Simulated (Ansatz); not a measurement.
**AlH7NP: density, localisation and related maps**

Input

```
crystal:
  periodic: [false, false, false]
  atoms:
    - { symbol: Al, position_ang: [-1.021879, -0.729316, -0.833896] }
    - { symbol: "N", position_ang: [0.936007, 1.713624, -0.167959] }
    - { symbol: H, position_ang: [-0.282948, -1.17598, -2.163782] }
    - { symbol: H, position_ang: [-2.448123, -0.033441, -0.868554] }
    - { symbol: H, position_ang: [1.031381, 1.200342, 0.712438] }
    - { symbol: P, position_ang: [-0.102663, -1.180564, 1.225044] }
    - { symbol: H, position_ang: [0.612755, 2.657849, 0.049835] }
    - { symbol: H, position_ang: [1.86356, 1.793581, -0.584368] }
    - { symbol: H, position_ang: [0.627152, -2.354624, 0.845389] }
    - { symbol: H, position_ang: [-1.215142, -1.891372, 1.785953] }
basis:
  gaussian: { orbitals: def2-SVP }
hamiltonian:
  xc: b3lyp
  dispersion: d4
relax:
  f_tol: 0.03
  max_steps: 50
output:
  orbitals: {}
```

Run with:

```sh
ansatz run input.yaml --threads 2 --pin off --max-ram 3072MiB --backend cpu --events-out ev --progress --plain --runs-dir out
```

The fields are those of the relaxed geometry.

These are results of RKS B3LYP-D4/def2-SVP (Ansatz), not measurements.

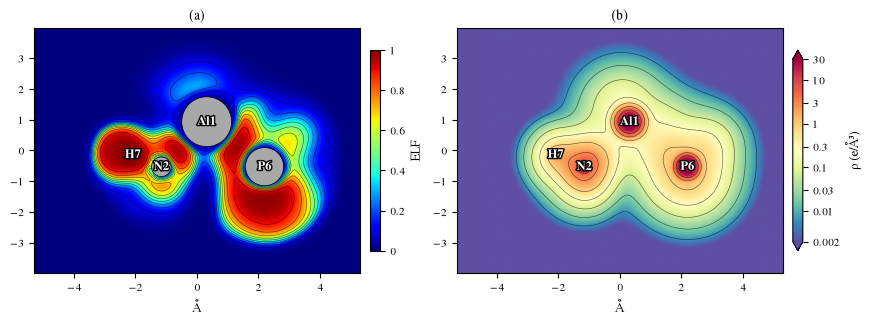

Figure 1. (a) electron localisation function; (b) electron density on the plane of atoms N2, Al1 and P6. Grey discs cover the atomic cores in the ELF map.

### What do the fields say about this system?

- The plane passes through Al, N, P and H nuclei.
- Al–N (2.08 Å): ρ at the midpoint is about 0.45 e/Å³; the ELF peaks at about 0.95 in the valence shell of N, 0.7 Å from its nucleus, and is about 0.75 at the midpoint.
- Al–P (2.38 Å): the density is about 0.55 e/Å³ at the midpoint; the ELF peaks at about 0.95 between the atoms (localised, covalent bonding).
- N–H (1.02 Å): ρ at the midpoint is about 2.8 e/Å³; the ELF climbs to about 1 towards the hydrogen, as it does in any bond to H; an ordinary covalent bond to hydrogen.
- The ELF also peaks beside P6, away from the bonds: lone-pair regions.

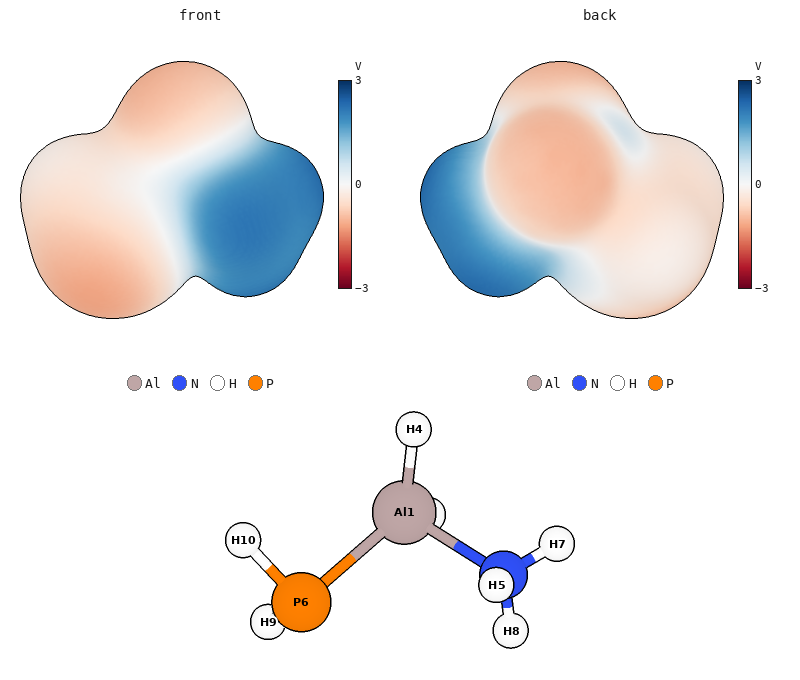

Figure 2. The electrostatic potential painted on the density surface at 0.001 e/bohr³, seen from the front and from behind; the colour scale runs from red (negative) to blue (positive). The bare structure is drawn below in the same view.

### Describe the electrostatic potential map.

The most negative region (about −1.2 V) lies over P6, the most positive (about +2.3 V) over H7 and H8.

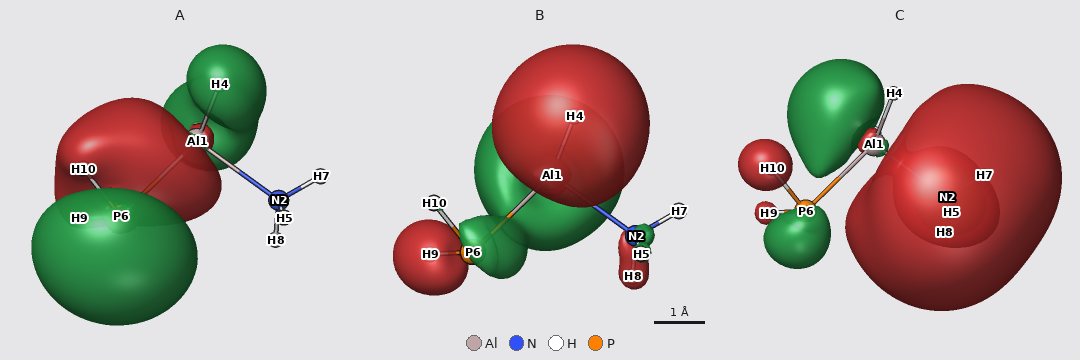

Figure 3. Three frontier orbitals at ±0.06 Å⁻³ᐟ² (green and red are the two phases), in no order.

### Which picture is the HOMO−1, the HOMO and the LUMO?

B is the HOMO−1 (−7.38 eV). Its weight (Hirshfeld) is mainly on H4 (about 35 %), Al1 (about 35 %) and H3 (about 25 %). A is the HOMO (−5.92 eV). It lies mainly on P6 (about 70 %) and Al1 (about 15 %); largely a lone pair of P6. C is the LUMO (−0.27 eV). By Hirshfeld shares it lies mainly on Al1 (about 20 %), N2 (about 20 %), H7 (about 15 %), H8 (about 15 %) and H5 (about 15 %).

### What is the HOMO–LUMO gap?

5.65 eV between the orbital energies.
